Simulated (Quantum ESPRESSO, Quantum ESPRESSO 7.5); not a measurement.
# Ti(0001), 5 layers against a metal electrode: a series in the charge of the slab

What law, if any, do the results for Ti(0001), 5 layers against a metal electrode follow against the charge of the slab?

Method: plane-wave DFT, PBE, GBRV ultrasoft pseudopotentials, in Quantum ESPRESSO 7.5.

### 1. The structure

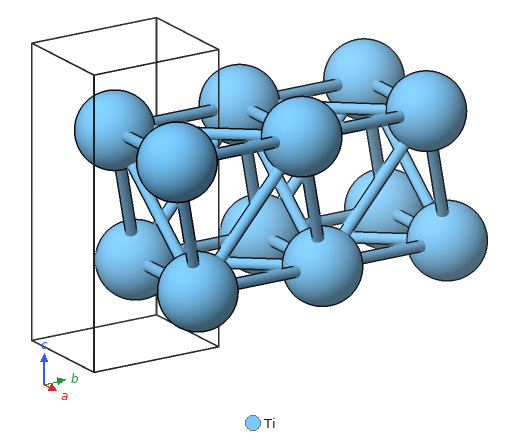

The cell as given, from the side, with the c axis up (titanium blue). 2×3×1 cells are drawn.

Set-up: The slab is relaxed neutral, then held. ESM with bc3: vacuum below and a metal electrode about 6 Å above the top atoms. Cold smearing of 0.02 Ry. Charges are set per cell from the starting area. The slabs take the lattice constants of the bulk relaxed by the same program.

Members 2, 3, 4.5, 6, 7 and 8 took the same steps and show in the table alone.

### 2. Variable-cell relaxation of the reference

The bulk crystal is relaxed in cell and atoms; the members are built on its lattice constants.

Input file ref.vc.in:

```
&control
  prefix = 'ref.vc'
  outdir = './out'
  pseudo_dir = './pseudo'
  nstep = 40
  forc_conv_thr = 0.0003
  calculation = 'vc-relax'
/
&system
  ibrav = 0
  nat = 2
  ntyp = 1
  ecutwfc = 50
  ecutrho = 250
  occupations = 'smearing'
  smearing = 'mv'
  degauss = 0.02
/
&electrons
  conv_thr = 1e-09
  mixing_beta = 0.4
  electron_maxstep = 120
/
&ions
/
&cell
  press_conv_thr = 0.3
/
ATOMIC_SPECIES
  Ti  47.8670  ti_pbe_v1.4.uspp.F.UPF
CELL_PARAMETERS angstrom
  2.95000000000000 0.00000000000000 0.00000000000000
  -1.47500000000000 2.55477494116409 0.00000000000000
  0.00000000000000 0.00000000000000 4.68460000000000
ATOMIC_POSITIONS crystal
  Ti  0.333333333333 0.666666666667 0.250000000000
  Ti  0.666666666667 0.333333333333 0.750000000000
K_POINTS automatic
  16 16 9 0 0 0
```

Started as:

```sh
$ OMP_NUM_THREADS=1 mpirun -n 4 pw.x -nk 4 -in ref.vc.in > ref.vc.out
```

What it wrote:

```text
Program PWSCF v.7.5 starts
[citation notice left out]

     Parallel version (MPI & OpenMP), running on       4 processor cores
     Number of MPI processes:                 4
     Threads/MPI process:                     1

     MPI processes distributed on     1 nodes
[...]
Current dimensions of program PWSCF are:
     Max number of different atomic species (ntypx) = 10
     Max number of k-points (npk) =  40000
     Max angular momentum in pseudopotentials (lmaxx) =  4
     Message from routine setup:
     using ibrav=0 with symmetry is DISCOURAGED, use correct ibrav instead

     K-points division:     npool     =       4
     Subspace diagonalization in iterative solution of the eigenvalue problem:
     a serial algorithm will be used

     G-vector sticks info
     --------------------
     sticks:   dense  smooth     PW     G-vecs:    dense   smooth      PW
     Sum         535     433    127                15891    11415    1925

     Using Slab Decomposition

     bravais-lattice index     =            0
     lattice parameter (alat)  =       5.5747  a.u.
     unit-cell volume          =     238.2560 (a.u.)^3
     number of atoms/cell      =            2
     number of atomic types    =            1
     number of electrons       =        24.00
     number of Kohn-Sham states=           16
     kinetic-energy cutoff     =      50.0000  Ry
     charge density cutoff     =     250.0000  Ry
     scf convergence threshold =      1.0E-09
     mixing beta               =       0.4000
     number of iterations used =            8  plain     mixing
     energy convergence thresh.=      1.0E-04
     force convergence thresh. =      3.0E-04
     press convergence thresh. =      3.0E-01
     Exchange-correlation=  SLA  PW   PBX  PBC
                           (   1   4   3   4   0   0   0)
     nstep                     =           40

     celldm(1)=   5.574692  celldm(2)=   0.000000  celldm(3)=   0.000000
     celldm(4)=   0.000000  celldm(5)=   0.000000  celldm(6)=   0.000000

     crystal axes: (cart. coord. in units of alat)
               a(1) = (   1.000000   0.000000   0.000000 )
               a(2) = (  -0.500000   0.866025   0.000000 )
               a(3) = (   0.000000   0.000000   1.588000 )

     reciprocal axes: (cart. coord. in units 2 pi/alat)
               b(1) = (  1.000000  0.577350 -0.000000 )
               b(2) = (  0.000000  1.154701  0.000000 )
               b(3) = (  0.000000 -0.000000  0.629723 )

     PseudoPot. # 1 for Ti read from file:
     ./pseudo/ti_pbe_v1.4.uspp.F.UPF
     Pseudo is Ultrasoft + core correction, Zval = 12.0
     Generated by new atomic code, or converted to UPF format
     Using radial grid of  851 points,  6 beta functions with:
                l(1) =   0
                l(2) =   0
                l(3) =   1
                l(4) =   1
                l(5) =   2
                l(6) =   2
     Q(r) pseudized with  6 coefficients,  rinner =    1.000   1.000   1.000
                                                       1.000   1.000

     atomic species   valence    mass     pseudopotential
     Ti               12.00    47.86700     Ti( 1.00)

     24 Sym. Ops., with inversion, found (12 have fractional translation)

   Cartesian axes

     site n.     atom                  positions (alat units)
         1        Ti     tau(   1) = (  -0.0000000   0.5773503   0.3970000  )
         2        Ti     tau(   2) = (   0.5000000   0.2886751   1.1910000  )

     number of k points=   150  Marzari-Vanderbilt smearing, width (Ry)=  0.0200

     Number of k-points >= 100: set verbosity='high' to print them.

     Dense  grid:    15891 G-vectors     FFT dimensions: (  30,  30,  48)

     Smooth grid:    11415 G-vectors     FFT dimensions: (  25,  25,  40)

     Estimated max dynamical RAM per process >      38.67 MB

     Estimated total dynamical RAM >     143.05 MB

     Check: negative core charge=   -0.000008

     Initial potential from superposition of free atoms

     starting charge      21.9999, renormalised to      24.0000

     negative rho (up, down):  2.727E-03 0.000E+00
     Starting wfcs are   20 randomized atomic wfcs

     total cpu time spent up to now is        1.3 secs

     per-process dynamical memory:    31.2 Mb

     Self-consistent Calculation

     iteration #  1     ecut=    50.00 Ry     beta= 0.40
     Davidson diagonalization with overlap
     ethr =  1.00E-02,  avg # of iterations =  3.9

     negative rho (up, down):  2.749E-03 0.000E+00

     total cpu time spent up to now is        2.2 secs

     total energy              =    -238.31015316 Ry
     estimated scf accuracy    <       1.26877524 Ry

     iteration #  2     ecut=    50.00 Ry     beta= 0.40
[...]
negative rho (up, down):  2.520E-03 0.000E+00

[...]
total energy              =    -238.46467991 Ry
     estimated scf accuracy    <       0.04953903 Ry

     iteration #  3     ecut=    50.00 Ry     beta= 0.40
[...]
negative rho (up, down):  2.374E-03 0.000E+00

[...]
total energy              =    -238.49823386 Ry
     estimated scf accuracy    <       0.02479561 Ry

     iteration #  4     ecut=    50.00 Ry     beta= 0.40
[...]
negative rho (up, down):  1.985E-03 0.000E+00

[...]
total energy              =    -238.50021003 Ry
     estimated scf accuracy    <       0.00251840 Ry

     iteration #  5     ecut=    50.00 Ry     beta= 0.40
[...]
negative rho (up, down):  1.996E-03 0.000E+00

[...]
total energy              =    -238.50122575 Ry
     estimated scf accuracy    <       0.00021189 Ry

     iteration #  6     ecut=    50.00 Ry     beta= 0.40
[...]
negative rho (up, down):  1.992E-03 0.000E+00

[...]
total energy              =    -238.50120467 Ry
     estimated scf accuracy    <       0.00008834 Ry

     iteration #  7     ecut=    50.00 Ry     beta= 0.40
[...]
negative rho (up, down):  1.998E-03 0.000E+00

[...]
total energy              =    -238.50121306 Ry
     estimated scf accuracy    <       0.00000525 Ry

     iteration #  8     ecut=    50.00 Ry     beta= 0.40
[...]
negative rho (up, down):  1.995E-03 0.000E+00

[...]
total energy              =    -238.50121685 Ry
     estimated scf accuracy    <       0.00000649 Ry

[...]
density =      4.57522 g/cm^3

CELL_PARAMETERS (angstrom)
   2.936703988   0.000000000   0.000000000
  -1.468351994   2.543260257  -0.000000000
   0.000000000   0.000000000   4.652136960

ATOMIC_POSITIONS (crystal)
Ti               0.3333333333        0.6666666667        0.2500000000
Ti               0.6666666667        0.3333333333        0.7500000000

[...]
NEW-OLD atomic charge density approx. for the potential
     New effective cutoffs (rho, wfc):  252.61   50.69

     Check: negative core charge=   -0.000008

     negative rho (up, down):  1.961E-03 0.000E+00

     total cpu time spent up to now is       16.7 secs

     per-process dynamical memory:    47.8 Mb

     Self-consistent Calculation

     iteration #  1     ecut=    50.00 Ry     beta= 0.40
     Davidson diagonalization with overlap
     ethr =  1.00E-06,  avg # of iterations =  3.0

     Threshold (ethr) on eigenvalues was too large:
     Diagonalizing with lowered threshold

     Davidson diagonalization with overlap
     ethr =  1.68E-08,  avg # of iterations =  2.9

     negative rho (up, down):  1.963E-03 0.000E+00

     total cpu time spent up to now is       18.3 secs

     total energy              =    -238.50144757 Ry
     estimated scf accuracy    <       0.00000477 Ry

[...]
iteration #  8     ecut=    50.00 Ry     beta= 0.40
[...]
negative rho (up, down):  1.965E-03 0.000E+00

[...]
End of self-consistent calculation

     Number of k-points >= 100: set verbosity='high' to print the bands.

     the Fermi energy is    13.3812 ev

!    total energy              =    -238.50144868 Ry
     estimated scf accuracy    <          9.2E-14 Ry
     smearing contrib. (-TS)   =       0.00021249 Ry
     internal energy E=F+TS    =    -238.50166117 Ry

     The total energy is F=E-TS. E is the sum of the following terms:
     one-electron contribution =     -80.99036978 Ry
     hartree contribution      =      48.49282533 Ry
     xc contribution           =     -36.07622863 Ry
     ewald contribution        =    -169.92788809 Ry

     convergence has been achieved in   8 iterations

     negative rho (up, down):  1.965E-03 0.000E+00

     Forces acting on atoms (cartesian axes, Ry/au):

     atom    1 type  1   force =     0.00000000   -0.00000000    0.00000000
     atom    2 type  1   force =    -0.00000000    0.00000000   -0.00000000

     Total force =     0.000000     Total SCF correction =     0.000000

     Computing stress (Cartesian axis) and pressure

     negative rho (up, down):  1.965E-03 0.000E+00
          total   stress  (Ry/bohr**3)                   (kbar)     P=        0.28
   0.00000836   0.00000000  -0.00000000            1.23        0.00       -0.00
  -0.00000000   0.00000836  -0.00000000           -0.00        1.23       -0.00
  -0.00000000  -0.00000000  -0.00001108           -0.00       -0.00       -1.63

     Energy error            =      5.0E-05 Ry
     Gradient error          =      1.2E-27 Ry/Bohr
     Cell gradient error     =      1.6E+00 kbar

     number of scf cycles    =   3
     number of bfgs steps    =   2

     enthalpy           old  =    -238.5013987877 Ry
     enthalpy           new  =    -238.5014486786 Ry

     CASE: enthalpy          _new < enthalpy          _old

     new trust radius        =       0.0010734579 bohr
     new conv_thr            =            1.0E-11 Ry

     new unit-cell volume =    234.47239 a.u.^3 (    34.74522 Ang^3 )
     density =      4.57531 g/cm^3

CELL_PARAMETERS (angstrom)
   2.937190549   0.000000000   0.000000000
  -1.468595274   2.543681631  -0.000000000
   0.000000000   0.000000000   4.650506322

ATOMIC_POSITIONS (crystal)
Ti               0.3333333333        0.6666666667        0.2500000000
Ti               0.6666666667        0.3333333333        0.7500000000

[...]
NEW-OLD atomic charge density approx. for the potential
     New effective cutoffs (rho, wfc):  252.76   50.73

     Check: negative core charge=   -0.000008

     negative rho (up, down):  1.965E-03 0.000E+00

     total cpu time spent up to now is       24.4 secs

     per-process dynamical memory:    47.8 Mb

[...]
!    total energy              =    -238.50145008 Ry
[...]
Total force =     0.000000     Total SCF correction =     0.000000
[...]
number of bfgs steps    =   3
[...]
new trust radius        =       0.0011812063 bohr
[...]
!    total energy              =    -238.50145138 Ry
[...]
Total force =     0.000000     Total SCF correction =     0.000000
[...]
number of bfgs steps    =   4
[...]
new trust radius        =       0.0017725630 bohr
[...]
!    total energy              =    -238.50145246 Ry
[...]
Total force =     0.000000     Total SCF correction =     0.000000
[...]
Self-consistent Calculation

     iteration #  1     ecut=    50.00 Ry     beta= 0.40
     Davidson diagonalization with overlap
     c_bands:  1 eigenvalues not converged
     c_bands:  1 eigenvalues not converged
     c_bands:  2 eigenvalues not converged
     c_bands:  1 eigenvalues not converged
     c_bands:  2 eigenvalues not converged
     c_bands:  1 eigenvalues not converged
     c_bands:  1 eigenvalues not converged
     c_bands:  1 eigenvalues not converged
     c_bands:  1 eigenvalues not converged
     c_bands:  1 eigenvalues not converged
     c_bands:  1 eigenvalues not converged
     c_bands:  1 eigenvalues not converged
     ethr =  1.00E-06,  avg # of iterations = 16.7

     negative rho (up, down):  3.353E-03 0.000E+00

     total cpu time spent up to now is       42.4 secs

     total energy              =    -238.28123885 Ry
     estimated scf accuracy    <       1.33646605 Ry

[...]
iteration # 14     ecut=    50.00 Ry     beta= 0.40
[...]
negative rho (up, down):  2.423E-03 0.000E+00

[...]
End of self-consistent calculation

     Number of k-points >= 100: set verbosity='high' to print the bands.

     the Fermi energy is    13.3786 ev

!    total energy              =    -238.50144931 Ry
     estimated scf accuracy    <          2.1E-12 Ry
     smearing contrib. (-TS)   =       0.00020535 Ry
     internal energy E=F+TS    =    -238.50165466 Ry

     The total energy is F=E-TS. E is the sum of the following terms:
     one-electron contribution =     -81.01351267 Ry
     hartree contribution      =      48.50065902 Ry
     xc contribution           =     -36.07592292 Ry
     ewald contribution        =    -169.91287810 Ry

     convergence has been achieved in  14 iterations

     negative rho (up, down):  2.423E-03 0.000E+00

     Forces acting on atoms (cartesian axes, Ry/au):

     atom    1 type  1   force =     0.00000000    0.00000000   -0.00000000
     atom    2 type  1   force =    -0.00000000   -0.00000000    0.00000000

     Total force =     0.000000     Total SCF correction =     0.000000

     Computing stress (Cartesian axis) and pressure

     negative rho (up, down):  2.423E-03 0.000E+00
          total   stress  (Ry/bohr**3)                   (kbar)     P=        0.05
   0.00000150  -0.00000000  -0.00000000            0.22       -0.00       -0.00
  -0.00000000   0.00000150  -0.00000000           -0.00        0.22       -0.00
  -0.00000000  -0.00000000  -0.00000206           -0.00       -0.00       -0.30

[...]
=------------------------------------------------------------------------------=
   JOB DONE.
=------------------------------------------------------------------------------=
[...]
```

Wall time 54 s (4 MPI ranks of Intel Xeon Platinum 8488C (Sapphire Rapids), shared host); peak memory 0.34 GiB.

Relaxation path:

```
step  energy less that of the first step (eV)  largest force (eV/Å)  volume (Å³)
   1                                   0.0000                0.0000        35.31
   2                                  -0.0025                0.0000        35.00
   3                                  -0.0032                0.0000        34.75
   4                                  -0.0032                0.0000        34.75
   5                                  -0.0032                0.0000        34.75
   6                                  -0.0032                0.0000        34.75
   7                                  -0.0032                0.0000        34.75
```

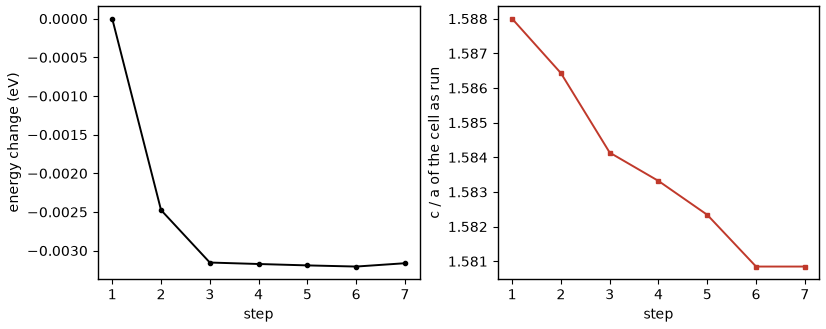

Energy and cell shape along the relaxation.

```
conventional cell, symmetrised  before  after  change
                         a (Å)   2.950  2.939  -0.4 %
                         b (Å)   2.950  2.939  -0.4 %
                         c (Å)   4.685  4.646  -0.8 %
              volume (Å³/atom)   17.65  17.38  -1.6 %
```

Final coordinates:

```cif
data_structure
_symmetry_space_group_name_H-M 'P 1'
_symmetry_Int_Tables_number 1
_cell_length_a 2.9389
_cell_length_b 2.9389
_cell_length_c 4.6460
_cell_angle_alpha 90.000
_cell_angle_beta 90.000
_cell_angle_gamma 120.000
_cell_volume 34.75
loop_
_atom_site_label
_atom_site_type_symbol
_atom_site_fract_x
_atom_site_fract_y
_atom_site_fract_z
_atom_site_occupancy
Ti1 Ti 0.33333 0.66667 0.25000 1
Ti2 Ti 0.66667 0.33333 0.75000 1
```

 The last row is no step: it is a fresh SCF in the final cell with a new plane-wave basis, +0 meV from the row before.

Numbers from this step:

```
free energy  : -3244.9775 eV
Fermi energy : 13.38 eV
```

(Continued in part 2 of 4.)

[Logs are printed without paths, hosts, clocks, repeated set-up lines and the standing remarks that a program may print on its own settings, such as how far it seeks lower states.]

[Hosts, paths, dates, database ids (printed as entryN), source tags and the programs' standing remarks are cut or masked in the printed files.]

[Maps of the electrostatic potential energy from Ansatz leave out the sawtooth potential of an applied field or a dipole correction, so their vacuum need not be flat; planar profiles and work functions include it.]
